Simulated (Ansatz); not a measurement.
# The perfect GaSb wire along [110], 6 atoms a period, H-terminated, part 2 of 2

Aim: is the GaSb wire along [110], 6 atoms a period, H-terminated a metal or a semiconductor?

Ansatz 0.2.0; DFT PBE, plane waves, PAW; relaxation of a wire's period; PAW set soft_1 (the session's first sound run).

So far. Step 2 (Relaxing the period): The cell's length comes to 4.481 Å with spin left out.

## (3) The wire at its relaxed period

This step: DFT PBE, plane waves, PAW; bands of a perfect wire; PAW set soft_1 (Ansatz 0.2.0).

At the relaxed period the bands are computed along the axis; those that cross an energy going forward count the channels that a perfect wire would open there.

input.yaml reads:

```yaml
crystal:
  lattice:
    - [13.38, 0.0, 0.0]
    - [0.0, 14.049, 0.0]
    - [0.0, 0.0, 4.4813124116]
  atoms:
    - { symbol: Sb, position: [0.430233116, 0.661595276, 0.0] }
    - { symbol: H, position: [0.529796558, 0.738574761, 0.0] }
    - { symbol: Ga, position: [0.530836011, 0.499995414, 0.0] }
    - { symbol: H, position: [0.303915762, 0.194640611, 0.5] }
    - { symbol: H, position: [0.238302202, 0.382211295, 0.5] }
    - { symbol: H, position: [0.303915762, 0.805350217, 0.5] }
    - { symbol: H, position: [0.238302202, 0.617779533, 0.5] }
    - { symbol: Ga, position: [0.321736731, 0.304535185, 0.5] }
    - { symbol: Ga, position: [0.321736731, 0.695455643, 0.5] }
    - { symbol: Sb, position: [0.644546278, 0.499995414, 0.5] }
    - { symbol: H, position: [0.729246988, 0.40869812, 0.5] }
    - { symbol: H, position: [0.729246988, 0.591292708, 0.5] }
    - { symbol: Sb, position: [0.430233116, 0.338395552, 0.0] }
    - { symbol: H, position: [0.529796558, 0.261416067, 0.0] }
kpoints:
  mp_grid: { grid: [1, 1, 18] }
  band_path: { path: ["Γ", Z], npoints: 90 }
scf:
  occupations: { method: fermi_dirac, width: 0.05 }
hamiltonian:
  xc: pbe
  pseudopotentials: { kind: paw, azcp: { folder: soft_1 } }
output:
  dos: { e_range: [-5, 4] }
  write_potential: true
  write_density: true
  volumetric_format: npy
```

The run is started by

```
> ansatz run input.yaml --threads 4 --pin off --max-ram 16384MiB --backend cpu --events-out ev --progress --plain --runs-dir out
```

Numbers of over 12 decimals in the logs are rounded to 6 here.

What it wrote:

```text
[...]
Crystal: 14 atoms, lattice volume = 842.377 Å³
Basis set: ecut = 420 eV, 16553 PW (Γ)
Bands: 60, of which v1, the nominal top of the filled ones, is band 46 counted from 1 (45 counted from 0)
Symmetry: 4 space group operations
[...]
k-points: 10 of 18
[...]
SCF iter   1: F=—  HF=-30929.951237 eV  |F-HF|=—  |Δ(HF+E_count)|=         —  Δρ=3.05e-2  dr2=7.93e0  ethr=3.10e-3  ⟨swp⟩=8.2  Hψ=2782  notcnv=0  defer=5
[...]
SCF iter  10: F=-30927.491388 eV  HF=-30927.491388 eV  |F-HF|=3.72e-9  |Δ(HF+E_count)|=   2.37e-7  Δρ=1.82e-6  dr2=4.66e-8  ethr=1.09e-10  ⟨swp⟩=16.4  Hψ=3200  notcnv=0
SCF 1 converged in 10 iterations: F = -30927.491388 eV  dr2 = 4.66e-8
[...]
NSCF: frozen V_eff on 91 k-points
WARN: The output density's exchange-correlation potential varies sharply where the density is thin. Do not read a vacuum level from v_tot or v_xc, or from such a field of the output density. On a cell that repeats whose density bears no net charge and no dipole along the vacuum's axis use v_es (v_loc + v_h of the components); under efield.dipole_correction with no amplitude use v_es + v_field, which holds any externa [...]
SCF converged after 10 iterations
Free energy (F): -30927.491388 eV
[...]
Internal energy: -30927.491388 eV  (E = F + TS)
E sigma→0 (E₀):  -30927.491388 eV
Fermi energy:    -1.806907 eV
[...]
--- Band table (eV; the first three rows and the last of 10) ---
  k-point 0: bands = [... 42 lower, -3.8657, -3.4863, -2.8417, -2.7005, -0.9238, -0.0688, -0.0454, 0.8057, ... 10 higher]
  k-point 1: bands = [... 42 lower, -3.7457, -3.5168, -2.9293, -2.7998, -0.7744, 0.0660, 0.1159, 0.8030, ... 10 higher]
  k-point 2: bands = [... 42 lower, -3.7397, -3.6186, -3.1089, -3.0080, -0.4081, 0.3306, 0.4999, 0.7827, ... 10 higher]
  k-point 9: bands = [... 42 lower, -4.2150, -4.1012, -3.9704, -3.9432, -0.0414, 0.3467, 0.5359, 1.0255, ... 10 higher]
```

It took 46 s on 4 threads of Intel Xeon Platinum 8375C at 2.90GHz (Ice Lake), shared host; peak memory 2.9 GiB.

Numbers from this step:

```
band gap : 1.777 eV
```

Electronic bands along the path, in eV, zero at the Fermi level:

```
point  band 43  band 44  band 45  band 46  band 47  band 48  band 49  band 50
    Γ    -2.06    -1.68    -1.03    -0.89     0.88     1.74     1.76     2.61
    Z    -2.41    -2.29    -2.16    -2.14     1.77     2.15     2.34     2.83
```

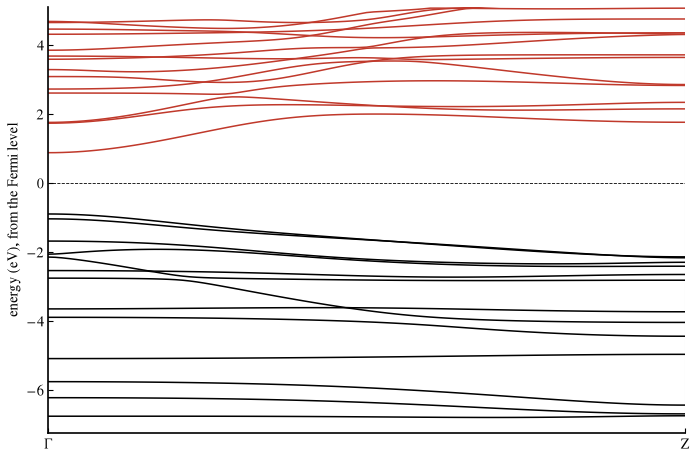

Electronic bands along the path; lines of filled and empty bands in two colours.

The gap is 1.78 eV, with spin left out.

The path shows a direct gap of 1.78 eV (valence top at Γ, conduction bottom at Γ).

## (4) Levels at the same atoms, cutoff 500 eV, k-mesh 1×1×14

This step: DFT r2SCAN, plane waves, PAW; bands of a perfect wire at the PBE geometry; PAW set soft_1 (Ansatz 0.2.0).

The atoms stay at the PBE geometry and the functional changes. r2SCAN also reads the kinetic-energy density; it often gives larger moments and wider gaps than PBE, at a higher cost. Against the first PBE run of this kind, the cutoff is 500 eV against 420 and the mesh along the wire has 14 points against 18.

Edit input.yaml of step 3 so:

```diff
@@ -21,3 +21,3 @@
 kpoints:
-  mp_grid: { grid: [1, 1, 18] }
+  mp_grid: { grid: [1, 1, 14] }
   band_path: { path: ["Γ", Z], npoints: 90 }
@@ -26,8 +26,3 @@
 hamiltonian:
-  xc: pbe
+  xc: r2scan
   pseudopotentials: { kind: paw, azcp: { folder: soft_1 } }
-output:
-  dos: { e_range: [-5, 4] }
-  write_potential: true
-  write_density: true
-  volumetric_format: npy
```

What it wrote:

```text
[...]
Crystal: 14 atoms, lattice volume = 842.377 Å³
Basis set: ecut = 500 eV, 21395 PW (Γ), exchange–correlation on 400×432×144 points (64 copies of the dense FFT grid, shifted against one another)
Bands: 60, of which v1, the nominal top of the filled ones, is band 46 counted from 1 (45 counted from 0)
Symmetry: 4 space group operations
[...]
k-points: 8 of 14
[...]
--- Band table (eV; the first three rows and the last of 8) ---
  k-point 0: bands = [... 42 lower, -4.0754, -3.7206, -3.0466, -2.9026, -0.8630, 0.0650, 0.1210, 1.0024, ... 10 higher]
  k-point 1: bands = [... 42 lower, -3.9609, -3.7731, -3.1859, -3.0594, -0.6109, 0.2701, 0.3879, 0.9937, ... 10 higher]
  k-point 2: bands = [... 42 lower, -4.0268, -3.9486, -3.4256, -3.3425, -0.0559, 0.5329, 0.9107, 0.9597, ... 10 higher]
  k-point 7: bands = [... 42 lower, -4.4804, -4.3607, -4.2362, -4.2063, 0.1151, 0.4996, 0.6230, 1.2268, ... 10 higher]
[key lines of the parts left out:]
SCF converged after 10 iterations
Free energy (F): -30993.829297 eV
Fermi energy:    -1.879614 eV
```

Run time: 1.8 min. Hardware: 4 threads; peak memory 4.6 GiB; 6.7 min of CPU time.

Numbers from this step:

```yaml
band_gap: 2.040 eV
```

The gap is 2.04 eV, against 1.78 eV under PBE at the relaxed period.

## (5) Another level of theory, level HSE06, cutoff 420 eV

This step: DFT HSE06, plane waves, PAW; levels of a perfect wire at the PBE geometry; PAW set soft_1 (Ansatz 0.2.0).

The atoms stay at the PBE geometry and the functional changes. HSE06 mixes in a quarter of short-range exact exchange, which removes part of the self-interaction that closes gaps; it is dear, so the mesh is thinner and no path is run. Against the first PBE run of this kind, the mesh along the wire has 7 points against 18.

Edit input.yaml of step 4 so:

```diff
@@ -21,4 +21,3 @@
 kpoints:
-  mp_grid: { grid: [1, 1, 14] }
-  band_path: { path: ["Γ", Z], npoints: 90 }
+  mp_grid: { grid: [1, 1, 7] }
 scf:
@@ -26,3 +25,3 @@
 hamiltonian:
-  xc: r2scan
+  xc: hse06
   pseudopotentials: { kind: paw, azcp: { folder: soft_1 } }
```

What it wrote:

```text
[...]
Crystal: 14 atoms, lattice volume = 842.377 Å³
Basis set: ecut = 420 eV, 16553 PW (Γ)
Bands: 60, of which v1, the nominal top of the filled ones, is band 46 counted from 1 (45 counted from 0)
Symmetry: 4 space group operations
[...]
k-points: 4 of 7
[...]
SCF iter   6: F=-30927.493373 eV  HF=-30927.493579 eV  |F-HF|=2.06e-4  |Δ(HF+E_count)|=   6.43e-4  Δρ=1.23e-4  dr2=1.30e-4  ethr=1.92e-6  ⟨swp⟩=3.0  Hψ=533  notcnv=0
[...]
E sigma→0 (E₀):  -30942.131089 eV
Fermi energy:    -1.912303 eV
[...]
--- Band table (eV) ---
  k-point 0: bands = [... 42 lower, -4.3771, -3.9999, -3.2880, -3.1318, -0.6949]
  k-point 1: bands = [... 42 lower, -4.3042, -4.2250, -3.6956, -3.5974, 0.1550]
  k-point 2: bands = [... 42 lower, -4.6778, -4.6518, -4.0723, -4.0723, 0.5871]
  k-point 3: bands = [... 42 lower, -4.7776, -4.7131, -4.4625, -4.4450, 0.3466]
  guard bands above this table: 13 of the run's 60 bands. The solve was not asked for them (output.publish_guard_bands: true or output.eigenvalues: true publishes all)
[key lines of the parts left out:]
Free energy (F): -30942.131089 eV
```

The job ended after 1.7 min (4 threads; peak memory 10 GiB; 6.5 min of CPU time).

Numbers from this step:

```yaml
band_gap: 2.437 eV
```

The gap is 2.44 eV, against 1.78 eV under PBE at the relaxed period.

## (6) Two-component spinors, k-mesh 1×1×12

This step: DFT PBE, plane waves, fully relativistic PAW; bands of a perfect wire with spin-orbit coupling; PAW set soft_1 (Ansatz 0.2.0).

Spin-orbit coupling mixes the spins and splits bands that cross or touch without it, so it can open or close channels. Fully relativistic datasets take the place of the scalar ones. Against the first PBE run of this kind, the mesh along the wire has 12 points against 18.

Edit input.yaml of step 5 so:

```diff
@@ -21,3 +21,4 @@
 kpoints:
-  mp_grid: { grid: [1, 1, 7] }
+  mp_grid: { grid: [1, 1, 12] }
+  band_path: { path: ["Γ", Z], npoints: 90 }
 scf:
@@ -25,3 +26,6 @@
 hamiltonian:
-  xc: hse06
-  pseudopotentials: { kind: paw, azcp: { folder: soft_1 } }
+  xc: pbe
+  pseudopotentials: { kind: paw_fr, azcp: { folder: soft_1 } }
+magnetization:
+  noncollinear: true
+  spin_orbit: true
```

What it wrote:

```text
[...]
non-collinear run that drives no moment, with spin-orbit: no starting moment large enough to seed its density (crystal.atoms[].spin), no starting occupations that ask for one, no magnetisation constraint and no magnetic field, so the semilocal B_xc is pinned to zero
Crystal: 14 atoms, lattice volume = 842.377 Å³
Basis set: ecut = 420 eV, 16553 PW (Γ)
[...]
k-point 0: bands = [... 88 lower, -2.8304, -2.8304, -2.6849, -2.6849, -0.9201, -0.9201, -0.0676, -0.0676, ... 24 higher]
  k-point 1: bands = [... 88 lower, -3.0511, -2.9882, -2.8890, -2.8528, -0.6332, -0.5847, 0.1883, 0.1995, ... 24 higher]
  k-point 2: bands = [... 88 lower, -3.3537, -3.2981, -3.1473, -3.1292, -0.0563, -0.0086, 0.4236, 0.4659, ... 24 higher]
  k-point 6: bands = [... 88 lower, -3.9521, -3.9521, -3.8965, -3.8965, -0.0471, -0.0471, 0.3502, 0.3502, ... 24 higher]
[key lines of the parts left out:]
SCF converged after 10 iterations
Magnetization: |M| = 0.0000 μB,  M = (+0.0000, +0.0000, +0.0000) μB
Free energy (F): -30934.951633 eV
Fermi energy:    -1.800033 eV
```

The job ended after 5 min (4 threads; peak memory 10 GiB).

This step gave:

```
band gap : 1.764 eV
```

Electronic bands along the path, in eV, zero at the Fermi level; v1 is the highest filled band, c1 the lowest empty one:

```
point     v4     v3     v2     v1    c1    c2    c3    c4
    Γ  -1.03  -1.03  -0.88  -0.88  0.88  0.88  1.73  1.73
    Z  -2.15  -2.15  -2.10  -2.10  1.75  1.75  2.15  2.15
```

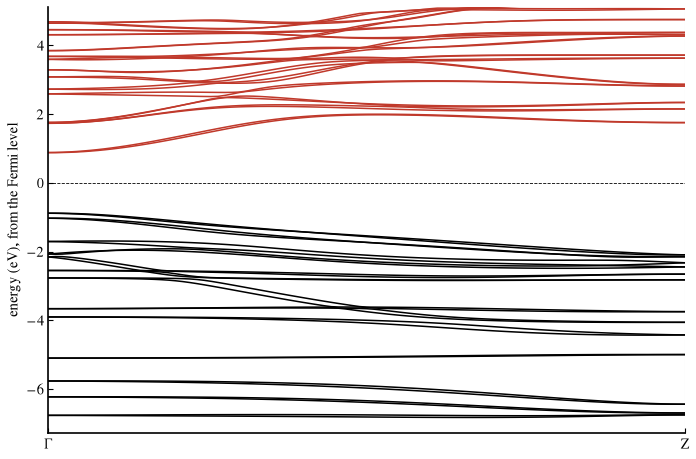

Electronic bands along the path; lines of filled and empty bands in two colours.

The gap is 1.76 eV, against 1.78 eV under PBE at the relaxed period, with no moment.

## (7) The ladder

Times are for 4 threads of Intel Xeon Platinum 8375C at 2.90GHz (Ice Lake), shared host. Results by setting:

```
no.     run  band gap (eV)     time  memory (GiB)
  1    lead          1.777     46 s           2.9
  2  levels          2.040  1.8 min           4.6
  3  levels          2.437  1.7 min            10
  4     SOC          1.764    5 min            10
```

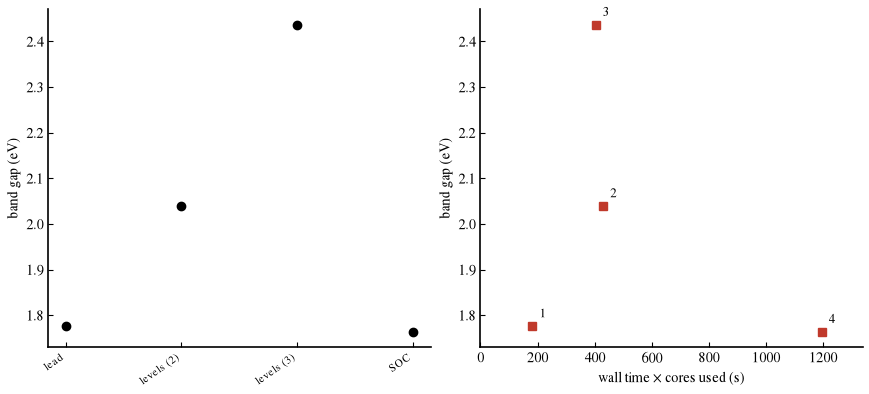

The series as plots; the last panel sets the first result against cost, with the runs numbered as in the table.

## (8) Results

- cell length, PBE: 4.481 Å
- gap, PBE: 1.78 eV
- gap, r2SCAN: 2.04 eV
- gap, HSE06: 2.44 eV
- gap, with spin-orbit coupling: 1.76 eV

In words: Under PBE the cell's length is 4.48 Å, and a gap of 1.78 eV makes it a semiconductor. At the relaxed period the wire is gapped under every functional, from 1.78 eV (PBE) to 2.44 eV (HSE06). Weak screening in one dimension makes quasiparticle gaps larger than the semilocal gaps, as a rule. Plain hydrogen on a compound's surface is a simple closure: it may leave surface states, and facets that end in unlike atoms put a field across the wire, both of which shrink the gap. A hybrid's gap is read on a coarse mesh, without a band path.

[Logs are printed without paths, hosts, clocks, repeated set-up lines and the standing remarks that a program may print on its own settings, such as how far it seeks lower states.]

[Hosts, paths, dates, database ids (printed as entryN), source tags and the programs' standing remarks are cut or masked in the printed files.]
